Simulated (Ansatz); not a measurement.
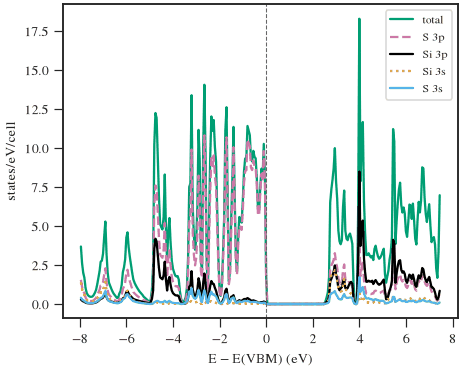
Figure: Total and projected density of states of SiS₂ in space group P3_221 (No. 154; Si on 3a, S on 6c), plane-wave PAW PBE (Ansatz code)

Which orbitals carry the states next to the gap?

Top 1 eV of the valence band: S 3p 94 %. Bottom 1 eV of the conduction band: S 3p 34 %, Si 3p 24 %, Si 3s 22 %, S 3s 8 %, outside the projected shells 12 %. Projections are on Löwdin-orthogonalised atomic valence shells; empty p or d shells of many metals are not among them.

Where is the tallest occupied peak in this window, and what makes it?

Near -2.7 eV, about 14 states/eV per cell; the largest projected share is S 3p.

The start of the workflow was typed in or built on a structure type; neither database checked (COD, Materials Project) lists it. COD files the formula under space group No. 72, 122. Whether it is the stable phase at ambient conditions was not checked. Symmetry was held in the PBE relaxation; whether a distortion lowers the energy is not shown. The volume moved by -19 % from the start of the relaxation.

Potentials: the earlier of the program's two PAW sets.
